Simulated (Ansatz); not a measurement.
# CH5NSi: from a rough start to a minimum

Aim: relax CH5NSi from a cheap starting geometry, then compute its harmonic vibrations to see whether it is a minimum and to get the zero-point energy and entropy, and look at its orbitals and charge.

The runs use Ansatz 0.2.0, Gaussian basis; RKS PBE0-D4/def2-TZVP.

Plan: relaxation at PBE-D4/def2-SVP; relaxation at PBE0-D4/def2-TZVP; harmonic vibrations at the same level; a single point in def2-TZVPP for the fields.

**1. Starting geometry**

SMILES `N=C[SiH3]`, 8 atoms, charge 0, spin multiplicity 1.

Atoms are counted from 1 here; the program's logs count them from 0.

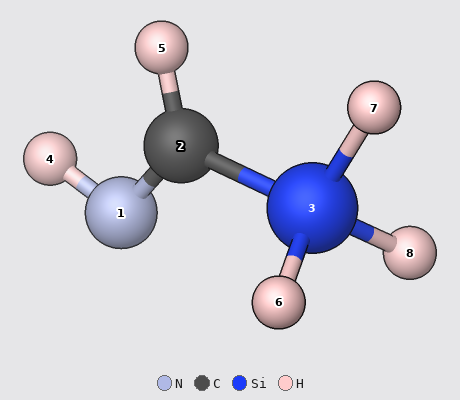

The starting geometry (nitrogen light blue, carbon dark grey, silicon blue, hydrogen pink); atoms are numbered from 1 in the order of the file.

The start is a force-field geometry with small random shifts, so a cheaper pass at PBE-D4/def2-SVP comes first.

**2. Geometry optimisation, PBE-D4/def2-SVP (cheap first pass)**

in.yaml reads:

```yaml
crystal:
  periodic: [false, false, false]
  atoms:
    - {symbol: N, position_ang: [-1.556400, 0.181900, -0.695200]}
    - {symbol: C, position_ang: [-0.327600, 0.367200, -0.623400]}
    - {symbol: Si, position_ang: [0.632600, -0.421500, 0.742300]}
    - {symbol: H, position_ang: [-1.891900, 0.743800, -1.528900]}
    - {symbol: H, position_ang: [0.237700, 0.959100, -1.378600]}
    - {symbol: H, position_ang: [0.257300, 0.086800, 2.098500]}
    - {symbol: H, position_ang: [2.133000, -0.083100, 0.598600]}
    - {symbol: H, position_ang: [0.607500, -1.891300, 0.730900]}
basis:
  gaussian: {orbitals: def2-SVP}
hamiltonian: {xc: pbe, dispersion: d4}
relax: {f_tol: 0.03, max_steps: 200}
```

On the command line:

```console
$ ansatz run in.yaml --threads 2 --pin off --events-out ev --progress --plain --max-ram 4352MiB
```

What it wrote, shortened:

```text
Functional definition: PBE
  name "PBE"
  cite "Perdew, Burke & Ernzerhof, Phys. Rev. Lett. 77, 3865 (1996) doi:10.1103/PhysRevLett.77.3865"
  parent pbe
[...]
816 factors; their error is unknown
[...]
mean field -10472.79138048 eV, -384.8679845197 hartree, gradient 6.9e-5 eV, S^2 0.000000; 0 other end points of the search recorded, 0 dependent functions left out
[...]
reference -10472.79141204 eV, -384.8679856794 hartree; 16, 16 occupied and 55, 55 virtual orbitals, 816 factors
relax step   1: F+E_penalty+E_count = -10472.91517288 eV  Δ(F+E_penalty+E_count) = +0.000e0 eV  max|allowed force component| = 3.211e0 eV/Å  Δτ_max = 0.0000 Å  (25 SCF iters, accepted)
[...]
relax step   5: F+E_penalty+E_count = -10473.11191117 eV  Δ(F+E_penalty+E_count) = -9.185e-3 eV  max|allowed force component| = 9.580e-2 eV/Å  Δτ_max = 0.0442 Å  (27 SCF iters, accepted)
[...]
relax step   6: F+E_penalty+E_count = -10473.11247793 eV  Δ(F+E_penalty+E_count) = -5.668e-4 eV  max|allowed force component| = 1.718e-2 eV/Å  Δτ_max = 0.0083 Å  (29 SCF iters, accepted)
816 factors; their error is unknown
[...]
mean field -10472.98958936 eV, -384.8752685619 hartree, gradient 2.3e-5 eV, S^2 0.000000; 1 other end points of the search recorded, 0 dependent functions left out
[...]
reference -10472.98962127 eV, -384.8752697345 hartree; 16, 16 occupied and 55, 55 virtual orbitals, 816 factors
Total energy: -10473.11250984 eV, -384.8797858059 hartree
Atom 0 at    -1.547042     0.183785    -0.692657 Å, force     0.006626     0.011794    -0.017176 eV/Å
Atom 1 at    -0.279930     0.391956    -0.654124 Å, force    -0.008678    -0.001852     0.008342 eV/Å
Atom 2 at     0.710323    -0.422278     0.764958 Å, force     0.000553    -0.005503     0.004664 eV/Å
Atom 3 at    -1.977132     0.677194    -1.500568 Å, force     0.011328    -0.010108     0.014772 eV/Å
Atom 4 at     0.264459     1.024787    -1.403240 Å, force    -0.005871     0.001178    -0.004491 eV/Å
Atom 5 at     0.218971     0.097122     2.087147 Å, force    -0.000684     0.003147    -0.000085 eV/Å
Atom 6 at     2.173418    -0.096216     0.620898 Å, force    -0.001493     0.001620    -0.002942 eV/Å
Atom 7 at     0.529132    -1.913449     0.721787 Å, force    -0.001781    -0.000276    -0.003084 eV/Å
Dipole moment:     0.137878     0.202951    -0.249795 e Å
```

Run time: 5.5 s. Hardware: 2 threads of Arm Neoverse V2, shared host.

The steps of the relaxation:

| step | energy from step 1 (eV) | largest force component (eV/Å) |
| --- | --- | --- |
| 1 | 0.0000 | 3.2105 |
| 2 | -0.1430 | 0.8406 |
| 3 | -0.1716 | 0.7035 |
| 4 | -0.1876 | 0.3799 |
| 5 | -0.1967 | 0.0958 |
| 6 | -0.1973 | 0.0172 |

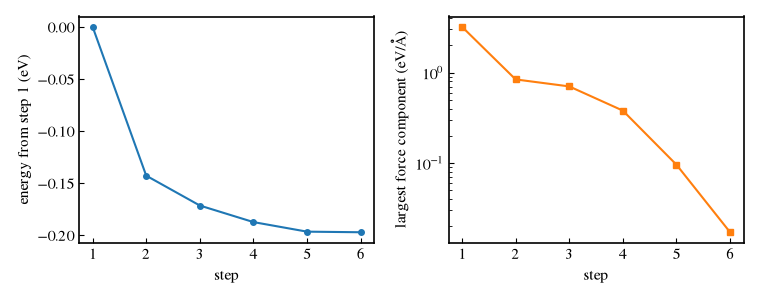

Energy and largest force along the relaxation.

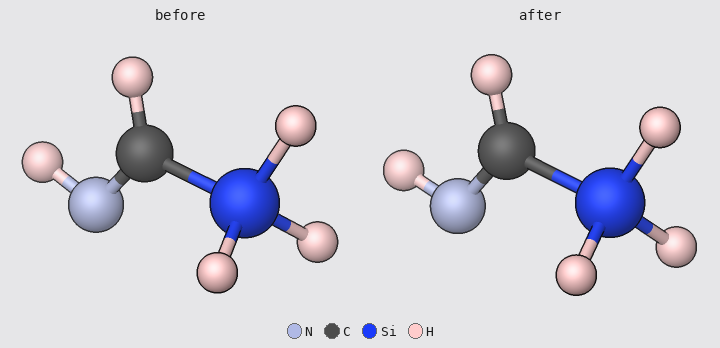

Before and after, at one scale.

Close pairs (by a distance rule), those that changed most:

| bond | before (Å) | after (Å) | change (Å) |
| --- | --- | --- | --- |
| C2–Si3 | 1.846 | 1.912 | +0.066 |
| N1–C2 | 1.245 | 1.285 | +0.040 |
| Si3–H7 | 1.545 | 1.506 | -0.039 |
| Si3–H8 | 1.470 | 1.503 | +0.033 |
| N1–H4 | 1.060 | 1.040 | -0.020 |
| C2–H5 | 1.114 | 1.122 | +0.008 |
| Si3–H6 | 1.496 | 1.503 | +0.007 |

**3. Relaxation at PBE0-D4/def2-TZVP**

in.yaml reads:

```yaml
crystal:
  periodic: [false, false, false]
  atoms:
    - {symbol: N, position_ang: [-1.547042, 0.183785, -0.692657]}
    - {symbol: C, position_ang: [-0.279930, 0.391956, -0.654124]}
    - {symbol: Si, position_ang: [0.710323, -0.422278, 0.764958]}
    - {symbol: H, position_ang: [-1.977132, 0.677194, -1.500568]}
    - {symbol: H, position_ang: [0.264459, 1.024787, -1.403240]}
    - {symbol: H, position_ang: [0.218971, 0.097122, 2.087147]}
    - {symbol: H, position_ang: [2.173418, -0.096216, 0.620898]}
    - {symbol: H, position_ang: [0.529132, -1.913449, 0.721787]}
basis:
  gaussian: {orbitals: def2-TZVP}
hamiltonian: {xc: pbe0, dispersion: d4}
relax: {f_tol: 0.005, max_steps: 150}
```

Same command.

What it wrote, shortened:

```text
Functional definition: PBE0
  name "PBE0"
  cite "Adamo & Barone, J. Chem. Phys. 110, 6158 (1999) doi:10.1063/1.478522"
  cite "Perdew, Burke & Ernzerhof, Phys. Rev. Lett. 77, 3865 (1996) doi:10.1103/PhysRevLett.77.3865"
  parent pbe
[...]
823 factors; their error is unknown
[...]
mean field -10479.66597988 eV, -385.1206213879 hartree, gradient 1.5e-5 eV, S^2 0.000000; 0 other end points of the search recorded, 0 dependent functions left out
[...]
reference -10479.66600959 eV, -385.1206224795 hartree; 16, 16 occupied and 113, 113 virtual orbitals, 823 factors
relax step   1: F+E_penalty+E_count = -10479.76852486 eV  Δ(F+E_penalty+E_count) = +0.000e0 eV  max|allowed force component| = 8.790e-1 eV/Å  Δτ_max = 0.0000 Å  (27 SCF iters, accepted)
[...]
reference -10479.72905315 eV, -385.1229392878 hartree; 16, 16 occupied and 113, 113 virtual orbitals, 823 factors
Total energy: -10479.83190684 eV, -385.1267190910 hartree
Atom 0 at    -1.316048    -0.139659    -1.080481 Å, force     0.000476     0.000264     0.000053 eV/Å
Atom 1 at    -0.349203     0.466561    -0.524369 Å, force    -0.000485    -0.000503    -0.000059 eV/Å
Atom 2 at     0.699229    -0.429229     0.766190 Å, force    -0.000082     0.000283    -0.000080 eV/Å
Atom 3 at    -1.796674     0.460046    -1.755544 Å, force    -0.000210    -0.000093    -0.000152 eV/Å
Atom 4 at    -0.096244     1.510468    -0.770529 Å, force     0.000162     0.000218     0.000114 eV/Å
Atom 5 at     0.635541     0.324590     2.047577 Å, force     0.000139    -0.000099     0.000044 eV/Å
Atom 6 at     2.116980    -0.438841     0.314390 Å, force     0.000039    -0.000057    -0.000010 eV/Å
Atom 7 at     0.198618    -1.811034     0.946967 Å, force    -0.000038    -0.000013     0.000089 eV/Å
Dipole moment:     0.103834     0.352665    -0.067503 e Å
```

Run time: 32 s. Hardware: 2 threads of Arm Neoverse V2, shared host.

Along the way: (the energy doesn't fall at every step)

| step | energy from step 1 (eV) | largest force component (eV/Å) |
| --- | --- | --- |
| 1 | 0.0000 | 0.8790 |
| 2 | -0.0330 | 0.2492 |
| 3 | -0.0358 | 0.0746 |
| 4 | -0.0358 | 0.0773 |
| 5 | -0.0360 | 0.0431 |
| 6 | -0.0372 | 0.0105 |
| 7 | -0.0380 | 0.1243 |
| 8 | -0.0391 | 0.1781 |
| 9 | -0.0395 | 0.5847 |
| 10 | -0.0545 | 0.0307 |
| 11 | -0.0598 | 0.0225 |
| 12 | -0.0503 | 0.7680 |
| 13 | -0.0618 | 0.0416 |
| 14 | -0.0619 | 0.2023 |
| 15 | -0.0629 | 0.0487 |
| 16 | -0.0633 | 0.0040 |
| 17 | -0.0633 | 0.0359 |
| 18 | -0.0633 | 0.0203 |
| 19 | -0.0634 | 0.0005 |

The force was under the threshold of 0.005 eV/Å already at step 16, but the program went on to step 19.

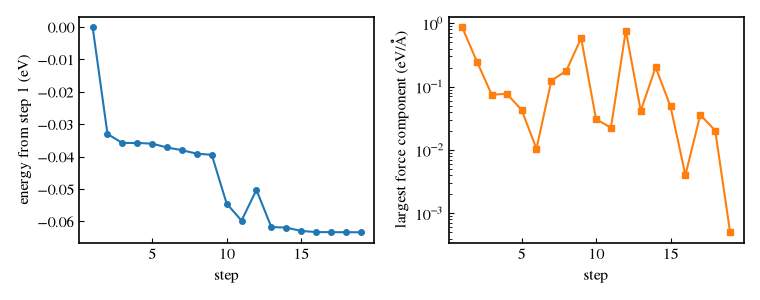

Energy and largest force along the relaxation.

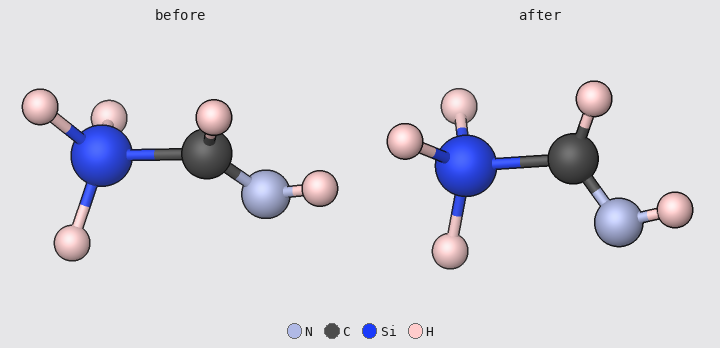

The geometry before (left) and after (right).

Distances of close pairs at the start and the end, largest changes first:

| bond | before (Å) | after (Å) | change (Å) |
| --- | --- | --- | --- |
| C2–Si3 | 1.912 | 1.889 | -0.024 |
| Si3–H8 | 1.503 | 1.481 | -0.022 |
| C2–H5 | 1.122 | 1.102 | -0.020 |
| Si3–H7 | 1.506 | 1.488 | -0.018 |
| N1–H4 | 1.040 | 1.023 | -0.017 |
| N1–C2 | 1.285 | 1.269 | -0.015 |
| Si3–H6 | 1.503 | 1.488 | -0.015 |

Mulliken charges at the end point, from the run's report:

| atom | value (e) |
| --- | --- |
| N1 | -0.30 |
| C2 | -0.16 |
| Si3 | 0.20 |
| H4 | 0.21 |
| H5 | 0.10 |
| H6 | -0.02 |
| H7 | -0.02 |
| H8 | -0.01 |

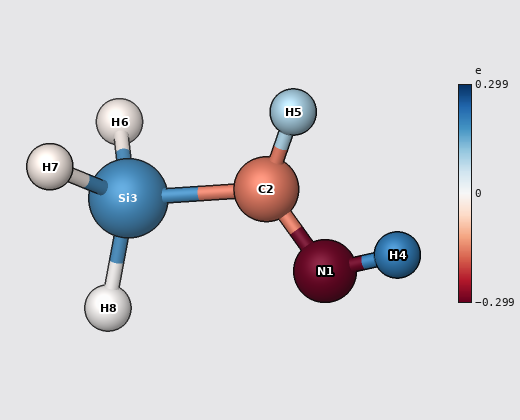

Mulliken charges at the end point, from the run's report, as colours on the atoms.

**4. Harmonic vibrations**

in.yaml reads:

```yaml
crystal:
  periodic: [false, false, false]
  atoms:
    - {symbol: N, position_ang: [-1.316048, -0.139659, -1.080481]}
    - {symbol: C, position_ang: [-0.349203, 0.466561, -0.524369]}
    - {symbol: Si, position_ang: [0.699229, -0.429229, 0.766190]}
    - {symbol: H, position_ang: [-1.796674, 0.460046, -1.755544]}
    - {symbol: H, position_ang: [-0.096244, 1.510468, -0.770529]}
    - {symbol: H, position_ang: [0.635541, 0.324590, 2.047577]}
    - {symbol: H, position_ang: [2.116980, -0.438841, 0.314390]}
    - {symbol: H, position_ang: [0.198618, -1.811034, 0.946967]}
basis:
  gaussian: {orbitals: def2-TZVP}
hamiltonian: {xc: pbe0, dispersion: d4}
phonons: {temperatures: {t_min: 298.15, t_max: 900, t_step: 200}}
```

The command is unchanged.

What it wrote, shortened:

```text
Functional definition: PBE0
  name "PBE0"
  cite "Adamo & Barone, J. Chem. Phys. 110, 6158 (1999) doi:10.1063/1.478522"
  cite "Perdew, Burke & Ernzerhof, Phys. Rev. Lett. 77, 3865 (1996) doi:10.1103/PhysRevLett.77.3865"
  parent pbe
[...]
823 factors; their error is unknown
[...]
mean field -10479.72902208 eV, -385.1229381461 hartree, gradient 1.5e-5 eV, S^2 0.000000; 0 other end points of the search recorded, 0 dependent functions left out
[...]
reference -10479.72905145 eV, -385.1229392254 hartree; 16, 16 occupied and 113, 113 virtual orbitals, 823 factors
[...]
823 factors; their error is unknown
mean field -10479.72884819 eV, -385.1229317557 hartree, gradient 2.0e-6 eV, S^2 0.000000; 0 other end points of the search recorded, 0 dependent functions left out
[...]
reference -10479.72887757 eV, -385.1229328352 hartree; 16, 16 occupied and 113, 113 virtual orbitals, 823 factors
[...]
Atom 0 at    -1.316048    -0.139659    -1.080481 Å, force     0.000445     0.000235     0.000030 eV/Å
Atom 1 at    -0.349203     0.466561    -0.524369 Å, force    -0.000445    -0.000417    -0.000036 eV/Å
Atom 2 at     0.699229    -0.429229     0.766190 Å, force    -0.000082     0.000211    -0.000058 eV/Å
Atom 3 at    -1.796674     0.460046    -1.755544 Å, force    -0.000205    -0.000078    -0.000152 eV/Å
Atom 4 at    -0.096244     1.510468    -0.770529 Å, force     0.000137     0.000184     0.000108 eV/Å
Atom 5 at     0.635541     0.324590     2.047577 Å, force     0.000132    -0.000078     0.000029 eV/Å
Atom 6 at     2.116980    -0.438841     0.314390 Å, force     0.000066    -0.000034    -0.000022 eV/Å
Atom 7 at     0.198618    -1.811034     0.946967 Å, force    -0.000049    -0.000022     0.000101 eV/Å
Dipole moment:     0.103835     0.352667    -0.067503 e Å
Vibrations: 97.45 286.68 464.25 586.58 726.74 772.17 910.39 934.31 943.41 1155.78 1202.10 1402.77 1684.38 2220.58 2222.09 2264.02 2976.91 3423.50 cm⁻¹, zero-point energy 1.504803 eV
```

Run time: 52 s. Hardware: 2 threads of Arm Neoverse V2, shared host.

Motions are named by where the mode's potential energy lies. Wavenumbers, unscaled:

| mode | cm⁻¹ | motion |
| --- | --- | --- |
| 1 | 97 | torsion |
| 2 | 287 | bend |
| 3 | 464 | torsion with bend |
| 4 | 587 | Si–C stretch with bend |
| 5 | 727 | bend with Si–C stretch |
| 6 | 772 | torsion with bend |
| 7 | 910 | bend |
| 8 | 934 | bend with torsion |
| 9 | 943 | bend with torsion |
| 10 | 1156 | bend |
| 11 | 1202 | bend |
| 12 | 1403 | bend |
| 13 | 1684 | C–N stretch |
| 14 | 2221 | Si–H stretch |
| 15 | 2222 | Si–H stretch |
| 16 | 2264 | Si–H stretch |
| 17 | 2977 | C–H stretch |
| 18 | 3423 | N–H stretch |

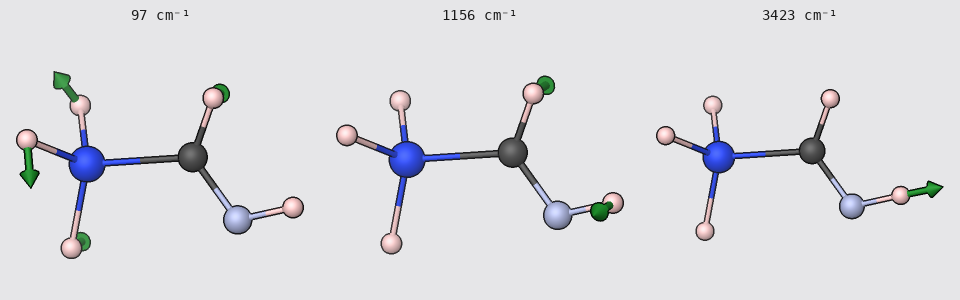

Displacements of 3 modes, as arrows.

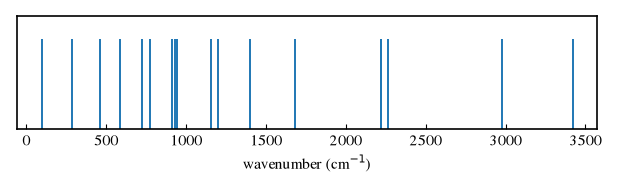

The harmonic wavenumbers as sticks (no intensities were computed).

From these modes and the moments of inertia (298.15 K, 1 bar, symmetry number 1):

| term | value |
| --- | --- |
| zero-point energy | 145.2 kJ/mol |
| H(298) − E | 160.3 kJ/mol |
| entropy, translation | 159.7 J/(mol K) |
| entropy, rotation | 97.5 J/(mol K) |
| entropy, vibration | 30.2 J/(mol K) |
| entropy, total | 287.4 J/(mol K) |

**5. Fields at the relaxed geometry**

Edit in.yaml of step 4 so:

```diff
@@ -12,4 +12,4 @@
 basis:
-  gaussian: {orbitals: def2-TZVP}
+  gaussian: {orbitals: def2-TZVPP}
 hamiltonian: {xc: pbe0, dispersion: d4}
-phonons: {temperatures: {t_min: 298.15, t_max: 900, t_step: 200}}
+output: {orbitals: {seedname: orbitals}}
```

The command is unchanged.

What it wrote:

```text
Functional definition: PBE0
  name "PBE0"
  cite "Adamo & Barone, J. Chem. Phys. 110, 6158 (1999) doi:10.1063/1.478522"
  cite "Perdew, Burke & Ernzerhof, Phys. Rev. Lett. 77, 3865 (1996) doi:10.1103/PhysRevLett.77.3865"
  parent pbe
  parameter a = 0.25
  parameter kappa = 0.804
  parameter beta = 0.06672455060314922
  exchange = (1 - a)*pbe_x(kappa = kappa, mu = beta*pi^2/3) + a*exact_x
  correlation = pbe_c(beta = beta)
921 factors; their error is unknown
mean field evaluation 1: about -10475.2211 eV, gradient 4.6e1 eV
mean field evaluation 2: about -10470.4534 eV, gradient 6.3e1 eV
mean field evaluation 4: about -10479.7040 eV, gradient 4.9e0 eV
mean field evaluation 8: about -10479.7565 eV, gradient 2.1e-2 eV
mean field evaluation 16: about -10479.7751 eV, gradient 5.2e-5 eV
mean field -10479.77506434 eV, -385.1246301677 hartree, gradient 5.2e-5 eV, S^2 0.000000; 0 other end points of the search recorded, 0 dependent functions left out
reference -10479.77509342 eV, -385.1246312366 hartree; 16, 16 occupied and 158, 158 virtual orbitals, 921 factors
Total energy: -10479.87794711 eV, -385.1284110399 hartree
```

Wall time 1.8 s (2 threads of Arm Neoverse V2, shared host).

The fields below are evaluated on a grid from the run's orbitals.

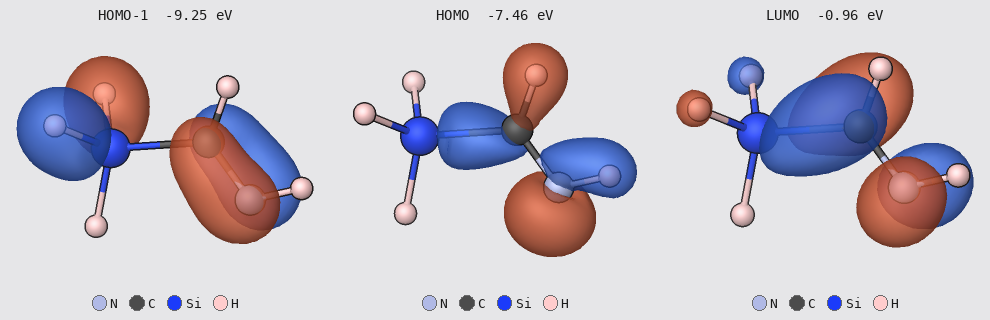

Frontier orbitals at PBE0-D4/def2-TZVPP; each surface holds 70 % of the orbital's density, blue and red mark the sign.

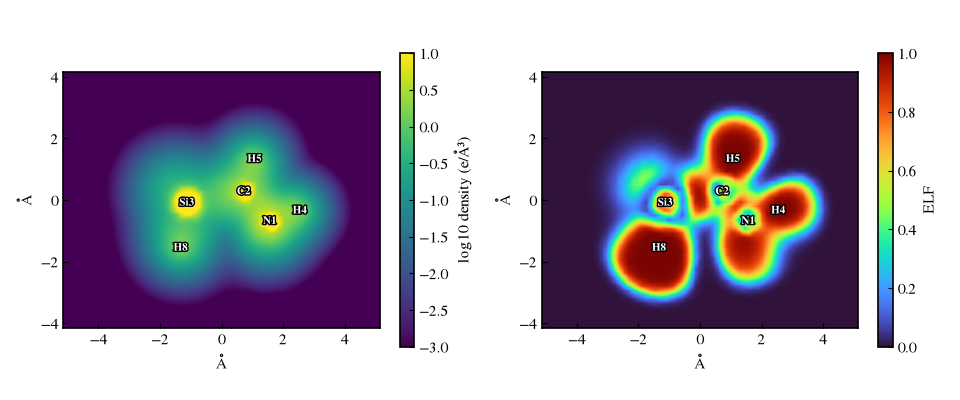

Density (left) and ELF (right) in a plane through or near 6 of the atoms.

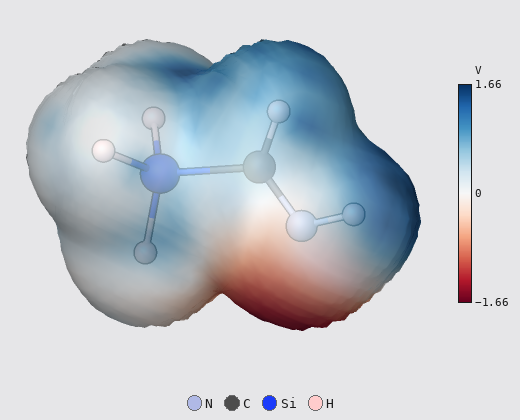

The potential that a unit positive charge feels on the 0.002 e/bohr³ surface, from the 1st to the 99th percentile, from -1.66 V near N1 to 1.48 V near H4.

**6. What came out**

| quantity | value |
| --- | --- |
| point group | Cs |
| steps | 6 + 19 |
| shift from the start (rms) | 0.486 Å |
| total energy | -10479.8319 eV |
| dispersion term | -103 meV |
| dipole moment | 1.80 D |
| lowest, highest wavenumber | 97, 3423 cm⁻¹ |
| zero-point energy | 145.2 kJ/mol |
| entropy at 298.15 K | 287.4 J/(mol K) |
| HOMO, LUMO | -7.46, -0.96 eV |

In words: The atoms moved 0.49 Å (rms) from the start; the bond that changed most is Si3–H7, from 1.545 to 1.488 Å. All wavenumbers are real, so the end point is a minimum. The stiffest mode, 3423 cm⁻¹, is an N–H stretch. Harmonic hybrid wavenumbers usually lie a few per cent above measured fundamentals. The largest Mulliken charge, -0.30 e, sits on N1. The HOMO lies mostly on N1 51 %; H4, H5 about 12 % each and the LUMO on C2 36 %; N1 33 %.
